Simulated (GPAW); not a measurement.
Consider InHO2 (Pnnm).

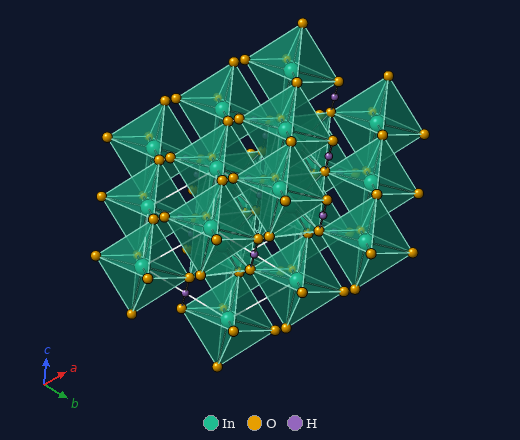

The structure (indium teal, oxygen orange, hydrogen purple). 2×1×2 cells are drawn. Some periodic images of atoms are drawn too.

```xyz
8
Lattice="4.5239 0.0000 0.0000 0.0000 5.2806 0.0000 0.0000 0.0000 3.2885" Properties=species:S:1:pos:R:3 pbc="T T T"
In    0.0000    0.0000    0.0000
In    2.2620    2.6403    1.6443
O     3.5271    3.3301    0.0000
O     0.9968    1.9505    0.0000
O     3.2588    0.6898    1.6443
O     1.2651    4.5908    1.6443
H     0.0000    2.6403    0.0000
H     2.2620    0.0000    1.6443
```

Absorber: atom 3, with 1 H at 1.21 Å and 3 In at 2.19 Å (distorted tetrahedral, site symmetry m). Method: GPAW, LDA, full core hole (charged cell), 32-atom cell with 7.0 Å between holes, 4×4×4 k points, dipole transitions, Gaussian full width 0.9 eV up to 4 eV, rising linearly to 3.5 eV at 25 eV.

Question: Where do the maxima of the O K edge fall?

Main maxima up to 24 eV above the zero (height): 3.5 eV (2.41), 8.3 eV (2.43) and 15.7 eV (0.50). A K edge sees empty p states on the absorber. The total-energy difference plus the lowest empty eigenvalue puts the zero at 533.69 eV. One term is added: -8.83 eV, since the hole is spin-paired here and a spin-polarised one costs that much less in the free atom (computed apart). The photon energy is then 524.86 eV. The functional and the charged cell's background leave an error in such absolute values: in the free atom LDA prices this hole 4.1 eV below PBE (computed apart), and PBE is itself good to a few eV.

The O K spectrum (energy from the lowest empty level; intensity scaled to a mean of 1 over the first 20 eV; polarised curves are means over the symmetry-equivalent atoms):

```tsv
E (eV)	isotropic	ε ∥ x	ε ∥ y	ε ∥ z
-2.0	0.00	0.00	0.00	0.00
-0.5	0.00	0.00	0.00	0.00
1.0	0.07	0.09	0.06	0.05
2.5	0.77	0.69	0.71	0.91
4.0	1.89	1.12	1.87	2.66
5.5	0.75	0.68	0.66	0.92
7.0	1.78	1.42	1.91	2.01
8.5	2.41	3.03	2.59	1.61
10.0	2.13	3.70	2.01	0.69
11.5	0.90	1.45	0.81	0.45
13.0	0.46	0.55	0.44	0.37
14.5	0.42	0.25	0.42	0.58
16.0	0.49	0.30	0.50	0.67
17.5	0.45	0.39	0.50	0.45
19.0	0.51	0.53	0.51	0.49
20.5	0.58	0.58	0.56	0.60
22.0	0.76	0.71	0.73	0.85
23.5	1.03	0.87	0.95	1.27
25.0	1.25	0.93	1.12	1.70
26.5	1.26	0.96	1.17	1.64
28.0	1.05	0.92	1.18	1.04
29.5	0.88	0.84	1.17	0.62
31.0	0.84	0.81	1.02	0.69
```

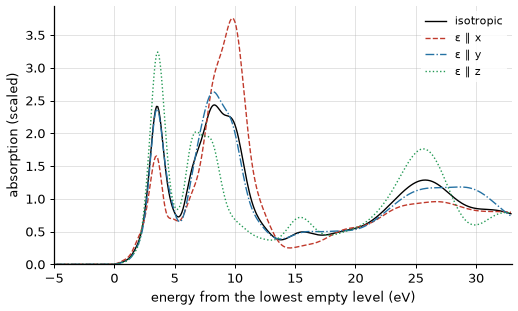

The O K edge.

The mesh is coarse (0.26 Å⁻¹ between points), so small maxima may be mesh ripples. Lifetime broadening is put in by hand, and intensities beyond about 20 eV depend on it and on the partial waves. The structure is a computed Materials Project entry and may be a hypothetical form.

[Banner, clock and machine lines of the logs are left out without a mark of their own.]

[Logs are printed without paths, hosts, clocks, repeated set-up lines and the standing remarks that a program may print on its own settings, such as how far it seeks lower states.]

[Hosts, paths, dates, database ids (printed as entryN), source tags and the programs' standing remarks are cut or masked in the printed files.]

[Lists of maxima count a maximum above −3 eV only where it reaches 4 % of the highest in the window and stands out from its surroundings by 2 % of it (1.5 % where it reaches 55 %); shoulders and weaker maxima are passed over, and of the rest the first, up to two pre-edge ones and the few strongest are named.]
